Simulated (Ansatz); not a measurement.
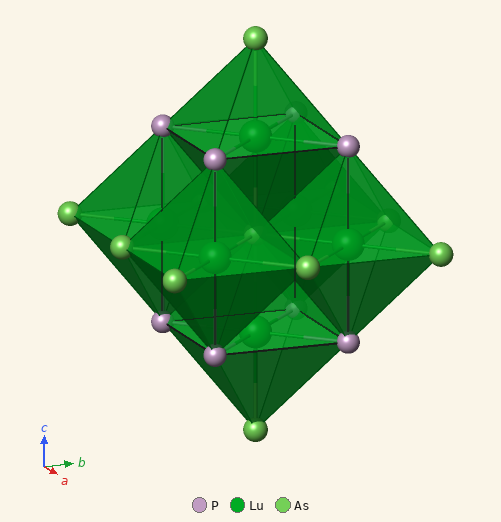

An orthographic polyhedral view of the structure, slightly off an axis. The conventional unit cell is outlined; an atom on or near a face, edge or corner is repeated at each equivalent position. A few atoms beyond the faces are included.

Lu2AsP, space group P4/mmm (No. 123), a = 3.961 Å, b = 3.961 Å, c = 5.597 Å, α = 90.00°, β = 90.00°, γ = 90.00°. Starting structure: a structure type filled with these elements by a generator (whether the compound takes this form wasn't checked). Earlier steps of the study may have refined or changed the cell and positions. Ansatz was used for an electronic-structure calculation on it.

This one geometry was computed with Ansatz (DFT, plane waves, PAW) at three levels of theory: PBE with spin-orbit coupling, PBE and r2SCAN. It was relaxed beforehand with r2SCAN.

### How does the band gap change with the level of theory?

All levels give a metal.

### Collect the results in a table.

| level | cutoff (eV) | k-mesh of the run's cell | gap (eV) | pressure (GPa) |
| --- | --- | --- | --- | --- |
| PBE with spin-orbit coupling | 420 | 6×6×6 | metal | 0.3 |
| PBE | 420 | 6×6×6 | metal | 0.6 |
| r2SCAN | 500 | 6×6×6 | metal | -0.1 |

Gaps are taken on the k-mesh or band path of each run.
